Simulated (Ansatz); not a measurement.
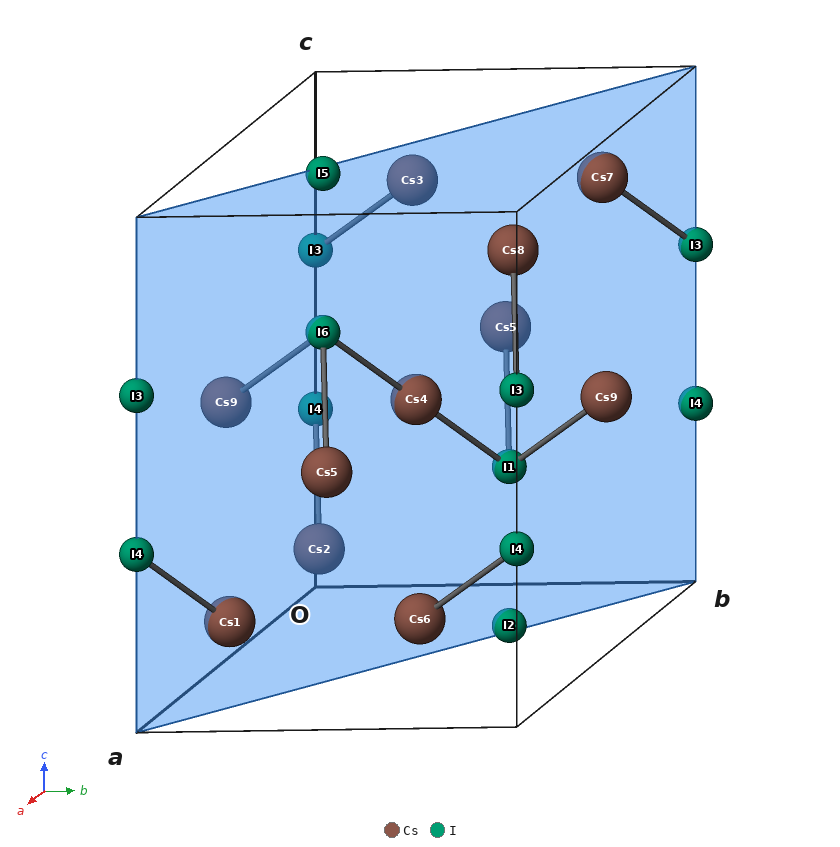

The shaded plane is a symmetry element of the crystal. Crystal: Cs₃I₂, coordinates from a relaxation with DFT PBE, scalar-relativistic, plane waves, PAW (Ansatz); the starting structure was generated, so it need not be a known form of this composition. The drawing is computed from the coordinates (standard cell, symmetry found to 0.002 Å).

a = 9.495 Å, b = 9.495 Å, c = 14.268 Å, α = 90.00°, β = 90.00°, γ = 120.00°.

```
atom       x       y       z
 Cs1  0.8333  0.1667  0.1667
 Cs2  0.3333  0.1667  0.1667
 Cs3  0.1667  0.3333  0.8333
  I1  0.3333  0.6667  0.3208
  I2  0.3333  0.6667  0.0125
 Cs4  0.5000  0.5000  0.5000
 Cs5  0.0000  0.5000  0.5000
 Cs6  0.8333  0.6667  0.1667
  I3  0.0000  0.0000  0.6541
  I4  0.0000  0.0000  0.3459
 Cs7  0.1667  0.8333  0.8333
 Cs8  0.6667  0.8333  0.8333
 Cs9  0.5000  0.0000  0.5000
  I5  0.6667  0.3333  0.9875
  I6  0.6667  0.3333  0.6792
```

Question: Is it a mirror or a glide plane, and what is the operation?

Answer: It is a mirror plane, parallel to (1 1 0), through (1/2, 1/2, 1/2): x, y, z → −y+1, −x+1, z.

Question: Onto which atom does it carry each atom (up to whole multiples of a, b and c)?

Answer: Cs1 → Cs1, Cs2 → Cs6, Cs3 → Cs8, I1 → I1, I2 → I2, Cs4 → Cs4, Cs5 → Cs9, Cs6 → Cs2, I3 → I3, I4 → I4, Cs7 → Cs7, Cs8 → Cs3, Cs9 → Cs5, I5 → I5, I6 → I6.

Question: What is the crystal's space group?

Answer: No. 166, R-3m, hexagonal axes.
